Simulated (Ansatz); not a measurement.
**One shape, several levels: CH6B− (SMILES [H][B-]([H])([H])C)**

Wanted: a comparison of 6 runs (UHF/STO-3G, B3LYP/STO-3G, BLYP/STO-3G, r2SCAN/STO-3G, revPBE/STO-3G, MP2/STO-3G) of CH6B−. 

The results are computed with Ansatz 0.2.0.

1 further run of the same task is left out (it didn't finish).

## Step 1: The molecule

The species is CH6B− (8 atoms), meant as a singlet with charge -1. SMILES: `[H][B-]([H])([H])C`. The H4–C2 distance was set to 1.644 Å, away from the relaxed value. At this shape a bond of the SMILES string is far longer than usual.

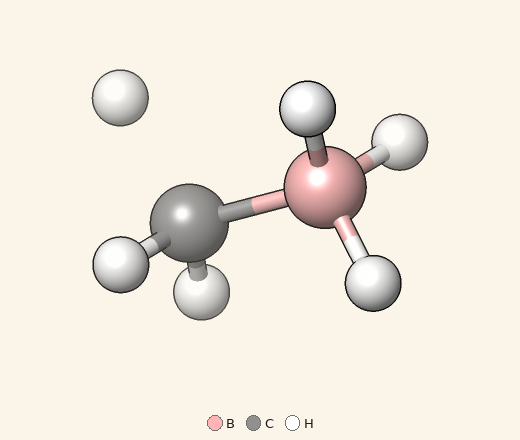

The structure, seen from a chosen angle (boron pink, carbon grey, hydrogen white).

## Step 2: A single-point energy at UHF/STO-3G (run 1)

The input, job.yaml:

```yaml
crystal:
  periodic: [false, false, false]
  atoms:
    - {symbol: B, position_ang: [-0.276155, -0.423396, -1.028320]}
    - {symbol: C, position_ang: [-0.271875, -0.429276, 0.620780]}
    - {symbol: H, position_ang: [-1.284215, -0.384526, 1.037240]}
    - {symbol: H, position_ang: [0.550190, 0.849940, 1.244930]}
    - {symbol: H, position_ang: [0.195615, -1.331786, 1.030830]}
    - {symbol: H, position_ang: [0.877415, -0.461666, -1.457170]}
    - {symbol: H, position_ang: [-0.820185, 0.597804, -1.448330]}
    - {symbol: H, position_ang: [-0.889045, -1.402076, -1.456370]}
basis:
  gaussian: {orbitals: STO-3G}
total_charge: -1
magnetization: {spin_polarized: true, initial_magnetization: 0}
hamiltonian: {xc: hf}
accuracy: high
```

Command:

```sh
$ ansatz run job.yaml --threads 1 --pin off --max-ram 2610MiB --events-out events.jsonl --progress --plain --runs-dir runs
```

What it wrote:

```text
Warning: RAYON_NUM_THREADS=1 ignored (pool sized by the plan → 1); use --threads N
Functional definition: HF
  name "HF"
  exchange = exact_x
  correlation = 0
277 factors; integrals over basis functions are off by at most 3.6e-8 eV
mean field evaluation 1: about -1767.4708 eV, gradient 1.5e1 eV
mean field evaluation 2: about -1767.5550 eV, gradient 1.4e1 eV
mean field evaluation 4: about -1769.3555 eV, gradient 1.1e0 eV
mean field evaluation 8: about -1769.3660 eV, gradient 4.7e-6 eV
mean field evaluation 16: about -1769.4131 eV, gradient 2.2e-3 eV
mean field -1769.40893060 eV, -65.0245788510 hartree, gradient 1.5e-8 eV, S^2 0.173507; 1 other end points of the search recorded, 0 dependent functions left out
reference -1769.40893060 eV, -65.0245788510 hartree; 9, 9 occupied and 7, 7 virtual orbitals, 277 factors
Total energy: -1769.40893060 eV, -65.0245788510 hartree
```

Wall time 0.1 s (1 thread of Arm Neoverse V2, shared host).

## Step 3: The energy at B3LYP/STO-3G (run 2)

The input, input.yaml:

```yaml
crystal:
  periodic: [false, false, false]
  atoms:
    - {symbol: B, position_ang: [-0.276155, -0.423396, -1.028320]}
    - {symbol: C, position_ang: [-0.271875, -0.429276, 0.620780]}
    - {symbol: H, position_ang: [-1.284215, -0.384526, 1.037240]}
    - {symbol: H, position_ang: [0.550190, 0.849940, 1.244930]}
    - {symbol: H, position_ang: [0.195615, -1.331786, 1.030830]}
    - {symbol: H, position_ang: [0.877415, -0.461666, -1.457170]}
    - {symbol: H, position_ang: [-0.820185, 0.597804, -1.448330]}
    - {symbol: H, position_ang: [-0.889045, -1.402076, -1.456370]}
basis:
  gaussian:
    orbitals: STO-3G
total_charge: -1
hamiltonian:
  xc: {name: B3LYP}
accuracy: high
```

Command:

```sh
$ ansatz run input.yaml --threads 1 --pin off --max-ram 2610MiB --events-out events.jsonl --progress --plain --runs-dir runs
```

What it wrote:

```text
Warning: RAYON_NUM_THREADS=1 ignored (pool sized by the plan → 1); use --threads N
Functional definition: B3LYP
  name "B3LYP"
  parameter a0 = 0.2
  parameter ax = 0.72
  parameter ac = 0.81
  exchange = (1 - a0 - ax)*slater_x + ax*b88_x + a0*exact_x
  correlation = (1 - ac)*vwn_rpa_c + ac*lyp_c
277 factors; integrals over basis functions are off by at most 3.6e-8 eV
mean field evaluation 1: about -1783.5775 eV, gradient 2.3e1 eV
mean field evaluation 2: about -1781.8290 eV, gradient 3.2e1 eV
mean field evaluation 4: about -1785.4634 eV, gradient 4.3e-1 eV
mean field evaluation 8: about -1785.3805 eV, gradient 4.4e-3 eV
mean field evaluation 16: about -1785.3805 eV, gradient 4.9e-8 eV
mean field -1785.38045377 eV, -65.6115215016 hartree, gradient 4.9e-8 eV, S^2 0.000000; 0 other end points of the search recorded, 0 dependent functions left out
reference -1785.38048177 eV, -65.6115225307 hartree; 9, 9 occupied and 7, 7 virtual orbitals, 277 factors
Total energy: -1785.38048177 eV, -65.6115225307 hartree
```

Run time: 1 s. Hardware: 1 thread of Arm Neoverse V2, shared host; peak memory 0.095 GiB.

Runs 3 to 5 aren't shown in full; the table further down has their settings and results.

## Step 4: The energy at MP2/STO-3G (run 6)

The input, molecule.yaml:

```yaml
crystal:
  periodic: [false, false, false]
  atoms:
    - {symbol: B, position_ang: [-0.276155, -0.423396, -1.028320]}
    - {symbol: C, position_ang: [-0.271875, -0.429276, 0.620780]}
    - {symbol: H, position_ang: [-1.284215, -0.384526, 1.037240]}
    - {symbol: H, position_ang: [0.550190, 0.849940, 1.244930]}
    - {symbol: H, position_ang: [0.195615, -1.331786, 1.030830]}
    - {symbol: H, position_ang: [0.877415, -0.461666, -1.457170]}
    - {symbol: H, position_ang: [-0.820185, 0.597804, -1.448330]}
    - {symbol: H, position_ang: [-0.889045, -1.402076, -1.456370]}
basis:
  gaussian:
    orbitals: STO-3G
total_charge: -1
magnetization:
  spin_polarized: false
  initial_magnetization: 0
correlation:
  method: mp2
  frozen_orbitals: {B: 1, C: 1, H: 0}
accuracy: high
```

Command:

```sh
$ ansatz run molecule.yaml --threads 1 --pin off --max-ram 2610MiB --events-out events.jsonl --progress --plain --runs-dir runs
```

What it wrote:

```text
Warning: RAYON_NUM_THREADS=1 ignored (pool sized by the plan → 1); use --threads N
[... 4 set-up lines as earlier in the session ...]
277 factors; integrals over basis functions are off by at most 3.6e-8 eV
mean field evaluation 1: about -1767.4708 eV, gradient 2.1e1 eV
mean field evaluation 2: about -1767.5550 eV, gradient 2.0e1 eV
mean field evaluation 4: about -1769.3555 eV, gradient 1.6e0 eV
mean field evaluation 8: about -1769.3660 eV, gradient 3.1e-4 eV
mean field -1769.36604059 eV, -65.0230026722 hartree, gradient 8.2e-9 eV, S^2 0.000000; 0 other end points of the search recorded, 0 dependent functions left out; unrestricted orbitals would lower it
mean field evaluation 16: about -1769.4069 eV, gradient 1.7e-1 eV
2 core orbitals not correlated: weight in the atoms' cores, before any rotation towards them, 1.000 or more for the frozen orbitals, at most 0.000 for the correlated occupied ones
reference -1769.36604059 eV, -65.0230026722 hartree; 7, 7 occupied and 7, 7 virtual orbitals, 277 factors
second order -3.17201453 eV of doubles, -0.00000000 eV of singles
Total energy: -1772.53805512 eV, -65.1395720562 hartree
```

It took 0.08 s on 1 thread of Arm Neoverse V2, shared host.

## Step 5: Overview of the runs

```
run          level  frozen core orbitals  energy (Eh)  wall time
  1     UHF/STO-3G                     –   -65.024579      0.1 s
  2   B3LYP/STO-3G                     –   -65.611523        1 s
  3    BLYP/STO-3G                     –   -65.542318     0.98 s
  4  r2SCAN/STO-3G                     –   -65.549904        2 s
  5  revPBE/STO-3G                     –   -65.587648     0.99 s
  6     MP2/STO-3G                     2   -65.139572     0.08 s
```

## Step 6: What came out

| quantity | value |
| --- | --- |
| run 6: total energy | -65.13957 Eh |
| run 6: correlation energy (2 core orbitals frozen) | -116.6 mEh |

**Reading.** Totals of different functionals can't be ranked against each other. In run 6 the log says that unrestricted orbitals would lower the reference, so the values rest on an unstable closed-shell determinant (other closed-shell runs at this shape may share the fault). In runs 1, 2, 3, 4, 5, 6 the basis is minimal, so the values are rough. Spin contamination of the reference: run 1 ⟨S²⟩ = 0.17. All runs together took 5.2 s, the longest 2 s.
